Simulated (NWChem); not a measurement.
# [C2H2N3]− (SMILES c1c[n-]nn1) at 6 levels

We compute a comparison of 6 runs (HF/6-31G*, HF/6-31G**, HF/def2-SVP, PBE0/def2-SVP, wB97X/6-31+G*, MP2/STO-3G) of [C2H2N3]−. 

The results are computed with NWChem 7.3.0.

### Step 1. Starting point

[C2H2N3]−: 7 atoms, total charge -1, spin state singlet. SMILES: `c1c[n-]nn1`. The coordinates come from a GFN2-xTB relaxation.

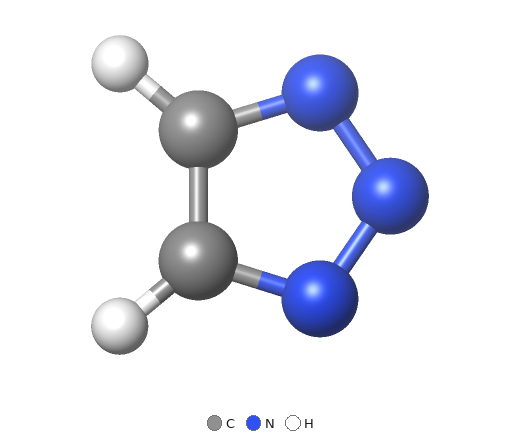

Viewed from a chosen angle; carbon grey, nitrogen blue, hydrogen white.

### Step 2. Energy and gradient at HF/6-31G(d) (spherical functions) (run 1)

The input, run.nw:

```
start run
title "C2H2N3 gradient"
memory 2200 mb
charge -1

geometry units angstrom noautosym nocenter noautoz
 C       -0.472270       0.651040       0.094000
 C        0.546530      -0.154690       0.577170
 N        0.726130      -1.145640      -0.310130
 N       -0.142150      -0.950320      -1.284260
 N       -0.879060       0.124060      -1.071640
 H       -0.912340       1.546600       0.512420
 H        1.133160      -0.071060       1.482440
end

basis "ao basis" spherical bse
 * library 6-31G*
end

scf
 thresh 1e-08
 maxiter 80
 noprint "final vectors analysis"
end

task scf gradient
```

The run is started by

```
$ nwchem run.nw > run.out
```

What it wrote:

```text
[...]
  functions       =    74
[...]
  wavefunction    = RHF
[...]
         Total SCF energy =   -240.191456908977
      One-electron energy =   -643.749823109021
      Two-electron energy =    247.528738724464
 Nuclear repulsion energy =    156.029627475580
        Time for solution =     10.6s
[...]
                         RHF ENERGY GRADIENTS
    atom               coordinates                        gradient
                 x          y          z           x          y          z
   1 C      -0.892461   1.230287   0.177634   -0.002514   0.005201   0.002605
   2 C       1.032792  -0.292322   1.090693    0.003436   0.000440   0.005268
   3 N       1.372187  -2.164946  -0.586061    0.010982  -0.010913   0.002499
   4 N      -0.268625  -1.795844  -2.426899   -0.000940  -0.007617  -0.009755
   5 N      -1.661183   0.234439  -2.025106   -0.011794   0.007149  -0.008344
   6 H      -1.724073   2.922650   0.968333   -0.001837   0.004650   0.002807
   7 H       2.141362  -0.134284   2.801405    0.002667   0.001089   0.004920
[...]
```

Wall time 13 s (1 thread of AMD EPYC 7B13 (Zen 3), shared host); peak memory 0.1 GiB.

### Step 3. Energy and forces at HF/6-31G(d,p) (spherical functions) (run 2)

The input, c2h2n3.nw:

```
start c2h2n3
memory stack 880 mb heap 220 mb global 1100 mb
charge -1

geometry noautosym nocenter noautoz
   C     -0.472270     0.651040     0.094000
   C      0.546530    -0.154690     0.577170
   N      0.726130    -1.145640    -0.310130
   N     -0.142150    -0.950320    -1.284260
   N     -0.879060     0.124060    -1.071640
   H     -0.912340     1.546600     0.512420
   H      1.133160    -0.071060     1.482440
end

basis "ao basis" spherical bse
   C library 6-31G**
   N library 6-31G**
   H library 6-31G**
end

scf
   thresh 1e-08
   maxiter 80
   print medium
end

task scf gradient
```

The run is started by

```
$ nwchem c2h2n3.nw > c2h2n3.out
```

What it wrote:

```text
[...]
  functions       =    80
[...]
  wavefunction    = RHF
[...]
         Total SCF energy =   -240.195428817018
      One-electron energy =   -643.756663076758
      Two-electron energy =    247.531606784160
 Nuclear repulsion energy =    156.029627475580
        Time for solution =     12.2s
[...]
                         RHF ENERGY GRADIENTS
    atom               coordinates                        gradient
                 x          y          z           x          y          z
   1 C      -0.892461   1.230287   0.177634   -0.002514   0.005309   0.002728
   2 C       1.032792  -0.292322   1.090693    0.003464   0.000524   0.005403
   3 N       1.372187  -2.164946  -0.586061    0.011184  -0.010941   0.002746
   4 N      -0.268625  -1.795844  -2.426899   -0.000946  -0.007654  -0.009806
   5 N      -1.661183   0.234439  -2.025106   -0.011960   0.007411  -0.008273
   6 H      -1.724073   2.922650   0.968333   -0.001825   0.004424   0.002564
   7 H       2.141362  -0.134284   2.801405    0.002598   0.000927   0.004639
[...]
```

Wall time 15 s (1 thread of AMD EPYC 7B13 (Zen 3), shared host); peak memory 0.1 GiB.

### Step 4. Energy and forces at HF/def2-SVP (run 3)

The input, run.py:

```python
from ase import Atoms
from ase.calculators.nwchem import NWChem

system = Atoms(['C', 'C', 'N', 'N', 'N', 'H', 'H'], positions=[
    [-0.472270, 0.651040, 0.094000],
    [0.546530, -0.154690, 0.577170],
    [0.726130, -1.145640, -0.310130],
    [-0.142150, -0.950320, -1.284260],
    [-0.879060, 0.124060, -1.071640],
    [-0.912340, 1.546600, 0.512420],
    [1.133160, -0.071060, 1.482440],
])

calc = NWChem(
    label='test',
    theory='scf',
    memory='2200 mb',
    basis='def2-SVP',
    basispar='spherical bse',
    charge=-1,
    scf={'nopen': '0', 'rhf': None, 'thresh': '1e-08', 'maxiter': '80', 'print': 'low'},
)
system.calc = calc

forces = system.get_forces()
print("Total energy (eV):", round(system.get_potential_energy(), 6))
print("forces (eV/A):")
for s, f in zip(system.symbols, forces):
    print(f"{s:2s} {f[0]:10.5f} {f[1]:10.5f} {f[2]:10.5f}")
```

The run is started by

```
$ export ASE_NWCHEM_COMMAND="nwchem PREFIX.nwi > PREFIX.nwo"
$ python run.py
```

What it wrote:

```text
Total energy (eV): -6530.919375
forces (eV/A):
C    -0.00920   -0.33265   -0.39996
C    -0.08495   -0.26986   -0.42752
N    -0.92776    0.74763   -0.41570
N     0.08145    0.61084    0.79781
N     0.94236   -0.73369    0.47385
H    -0.02062    0.00442   -0.02417
H     0.01877   -0.02669   -0.00427
```

The calculator wrote test.nwi:

```
title "test"

permanent_dir test

scratch_dir test

start test

geometry units angstrom nocenter noautosym noautoz
  C  -4.7227000000000002e-01 6.5103999999999995e-01 9.4000000000000000e-02
  C  5.4652999999999996e-01 -1.5468999999999999e-01 5.7716999999999996e-01
  N  7.2613000000000005e-01 -1.1456400000000000e+00 -3.1013000000000002e-01
  N  -1.4215000000000000e-01 -9.5032000000000005e-01 -1.2842600000000000e+00
  N  -8.7905999999999995e-01 1.2406000000000000e-01 -1.0716399999999999e+00
  H  -9.1234000000000004e-01 1.5466000000000000e+00 5.1241999999999999e-01
  H  1.1331599999999999e+00 -7.1059999999999998e-02 1.4824400000000000e+00
end

charge -1

memory 2200 mb

basis spherical bse noprint
   * library def2-SVP
end

scf
  nopen 0
  rhf
  thresh 1e-08
  maxiter 80
  print low
end

task scf gradient
```

test.nwo:

```text
Northwest Computational Chemistry Package (NWChem) 7.3.0
             --------------------------------------------------------

           Job information
           ---------------

    nwchem branch   = 7.3.0
    use scalapack   = T
    input           = test.nwi
    prefix          = test.
    data base       = test/test.db
    status          = startup
    nproc           =        1

           Memory information
           ------------------

    heap     =     72089600 doubles =      550.0 Mbytes
    stack    =     72089597 doubles =      550.0 Mbytes
    global   =    144179200 doubles =     1100.0 Mbytes (distinct from heap & stack)
    total    =    288358397 doubles =     2200.0 Mbytes
    verify   = yes
    hardfail = no

           Directory information
           ---------------------

  0 permanent = test
  0 scratch   = test

                                NWChem Input Module
                                -------------------

                                       test
                                       ----

[... 27 lines left out ...]
            Nuclear Dipole moment (a.u.)
[... 68 lines left out ...]
 Forming initial guess at       0.1s

 Starting SCF solution at       0.2s

       Final RHF  results
       ------------------

         Total SCF energy =   -240.006862168056
      One-electron energy =   -643.282303238046
      Two-electron energy =    247.245813594410
 Nuclear repulsion energy =    156.029627475580

        Time for solution =      8.5s

                              NWChem Gradients Module
                              -----------------------

                         RHF ENERGY GRADIENTS

    atom               coordinates                        gradient
                 x          y          z           x          y          z
   1 C      -0.892461   1.230287   0.177634    0.000179   0.006469   0.007778
   2 C       1.032792  -0.292322   1.090693    0.001652   0.005248   0.008314
   3 N       1.372187  -2.164946  -0.586061    0.018042  -0.014539   0.008084
   4 N      -0.268625  -1.795844  -2.426899   -0.001584  -0.011879  -0.015515
   5 N      -1.661183   0.234439  -2.025106   -0.018326   0.014268  -0.009215
   6 H      -1.724073   2.922650   0.968333    0.000401  -0.000086   0.000470
   7 H       2.141362  -0.134284   2.801405   -0.000365   0.000519   0.000083

 Task  times  cpu:       10.1s     wall:       10.1s
 Total times  cpu:       10.1s     wall:       10.1s
```

It took 11 s on 1 thread of AMD EPYC 7B13 (Zen 3), shared host; peak memory 0.099 GiB.

Runs 4 to 5 aren't shown in full; the table further down has their settings and results.

### Step 5. Energy and forces at MP2/STO-3G (run 6)

The input, run.py:

```python
from ase import Atoms
from ase.calculators.nwchem import NWChem

atoms = Atoms(['C', 'C', 'N', 'N', 'N', 'H', 'H'], positions=[
    [-0.472270, 0.651040, 0.094000],
    [0.546530, -0.154690, 0.577170],
    [0.726130, -1.145640, -0.310130],
    [-0.142150, -0.950320, -1.284260],
    [-0.879060, 0.124060, -1.071640],
    [-0.912340, 1.546600, 0.512420],
    [1.133160, -0.071060, 1.482440],
])

calc = NWChem(
    label='c2h2n3',
    theory='mp2',
    memory='2200 mb',
    basis='STO-3G',
    basispar='spherical bse',
    charge=-1,
    scf={'nopen': '0', 'rhf': None, 'thresh': '1e-08', 'maxiter': '80'},
    mp2={'freeze': 'core 5', 'tight': None},
)
atoms.calc = calc

forces = atoms.get_forces()
print(f"energy = {atoms.get_potential_energy():.6f} eV")
print("forces (eV/A):")
for s, f in zip(atoms.symbols, forces):
    print(f"{s:2s} {f[0]:10.5f} {f[1]:10.5f} {f[2]:10.5f}")
```

The run is started by

```
$ export ASE_NWCHEM_COMMAND="nwchem PREFIX.nwi > PREFIX.nwo"
$ python run.py
```

What it wrote:

```text
energy = -6457.983508 eV
forces (eV/A):
C     0.37008    1.74434    2.50451
C     0.17185    1.90406    2.41771
N     4.52406   -3.78189    1.91768
N    -0.59249   -3.82374   -5.20484
N    -4.55954    3.39483   -2.39719
H    -0.21726    0.48697    0.25690
H     0.30329    0.07549    0.50527
```

The calculator wrote c2h2n3.nwi:

```
title "c2h2n3"

permanent_dir c2h2n3

scratch_dir c2h2n3

start c2h2n3

geometry units angstrom nocenter noautosym noautoz
  C  -4.7227000000000002e-01 6.5103999999999995e-01 9.4000000000000000e-02
  C  5.4652999999999996e-01 -1.5468999999999999e-01 5.7716999999999996e-01
  N  7.2613000000000005e-01 -1.1456400000000000e+00 -3.1013000000000002e-01
  N  -1.4215000000000000e-01 -9.5032000000000005e-01 -1.2842600000000000e+00
  N  -8.7905999999999995e-01 1.2406000000000000e-01 -1.0716399999999999e+00
  H  -9.1234000000000004e-01 1.5466000000000000e+00 5.1241999999999999e-01
  H  1.1331599999999999e+00 -7.1059999999999998e-02 1.4824400000000000e+00
end

charge -1

memory 2200 mb

basis spherical bse noprint
   * library STO-3G
end

scf
  nopen 0
  rhf
  thresh 1e-08
  maxiter 80
end
mp2
  freeze core 5
  tight
end

task mp2 gradient
```

c2h2n3.nwo:

```text
Northwest Computational Chemistry Package (NWChem) 7.3.0
             --------------------------------------------------------

           Job information
           ---------------

    nwchem branch   = 7.3.0
    use scalapack   = T
    input           = c2h2n3.nwi
    prefix          = c2h2n3.
    data base       = c2h2n3/c2h2n3.db
    status          = startup
    nproc           =        1

           Memory information
           ------------------

    heap     =     72089600 doubles =      550.0 Mbytes
    stack    =     72089597 doubles =      550.0 Mbytes
    global   =    144179200 doubles =     1100.0 Mbytes (distinct from heap & stack)
    total    =    288358397 doubles =     2200.0 Mbytes
    verify   = yes
    hardfail = no

           Directory information
           ---------------------

  0 permanent = c2h2n3
  0 scratch   = c2h2n3

                                NWChem Input Module
                                -------------------

                                      c2h2n3
                                      ------

[... 27 lines left out ...]
            Nuclear Dipole moment (a.u.)
[... 89 lines left out ...]
 1-e energy   =    -652.629971
[... 7 lines left out ...]
         Quadratically convergent ROHF
[... 3 lines left out ...]
 Final Fock-matrix accuracy:          1.000E-10
[... 13 lines left out ...]
         Total SCF energy =   -237.042102086024
[... 1 line left out ...]
      Two-electron energy =    250.040084637127
[... 4 lines left out ...]
             Final eigenvalues
[... 308 lines left out ...]
 CPHF converged to   6.5D-07 in   10 iters
[... 11 lines left out ...]
 MP2 RHF      natural orbital occupation numbers
[... 30 lines left out ...]
  MP2 natural orbitals output to c2h2n3/c2h2n3.mp2nos

                         mp2 ENERGY GRADIENTS

    atom               coordinates                        gradient
                 x          y          z           x          y          z
   1 C      -0.892461   1.230287   0.177634   -0.007197  -0.033922  -0.048705
   2 C       1.032792  -0.292322   1.090693   -0.003342  -0.037028  -0.047017
   3 N       1.372187  -2.164946  -0.586061   -0.087979   0.073546  -0.037293
   4 N      -0.268625  -1.795844  -2.426899    0.011522   0.074360   0.101218
   5 N      -1.661183   0.234439  -2.025106    0.088669  -0.066019   0.046618
   6 H      -1.724073   2.922650   0.968333    0.004225  -0.009470  -0.004996
   7 H       2.141362  -0.134284   2.801405   -0.005898  -0.001468  -0.009826

                 ----------------------------------------
                 |  Time  |  1-e(secs)   |  2-e(secs)   |
                 ----------------------------------------
                 |  CPU   |       0.00   |       0.15   |
                 ----------------------------------------
                 |  WALL  |       0.00   |       0.15   |
                 ----------------------------------------
 -----------------------
 Task  times  cpu:        2.8s     wall:        2.8s
 Total times  cpu:        2.8s     wall:        2.8s
```

It took 4.2 s on 1 thread of AMD EPYC 7B13 (Zen 3), shared host; peak memory 0.1 GiB.

### Step 6. The series

```
run                                level  iteration cap  module  energy (Eh)  largest force (eV/Å)  wall time
  1      HF/6-31G* (spherical functions)             80     scf  -240.191457                 0.829       13 s
  2     HF/6-31G** (spherical functions)             80     scf  -240.195429                 0.839       15 s
  3                          HF/def2-SVP             80     scf  -240.006862                 1.285       11 s
  4                        PBE0/def2-SVP            100     dft  -241.202069                 0.490       26 s
  5  wB97X/6-31+G* (spherical functions)            100     dft  -241.613844                 0.913    1.7 min
  6                           MP2/STO-3G             80     mp2  -237.326518                 6.486      4.2 s
```

### Step 7. Results

```
                                                    quantity          value
                                         run 6: total energy  -237.32652 Eh
                  run 6: HOMO energy (Hartree–Fock orbitals)       -0.52 eV
                  run 6: LUMO energy (Hartree–Fock orbitals)       16.43 eV
run 6: HOMO–LUMO gap (to an unbound level, set by the basis)       16.95 eV
          run 6: correlation energy (5 core orbitals frozen)     -284.4 mEh
                             run 6: largest force on an atom     6.486 eV/Å
```

**Reading.** Over runs 2, 4, 5 the HOMO–LUMO gap runs from 8.36 eV (PBE0/def2-SVP) to 14.95 eV (HF/6-31G**). The two ends differ in method and basis. The empty levels of an anion lie above zero and hang on the basis. Totals of different functionals can't be ranked against each other. In run 6 the basis is minimal, so the values are rough. All runs together took 2.8 min, the longest 1.7 min.
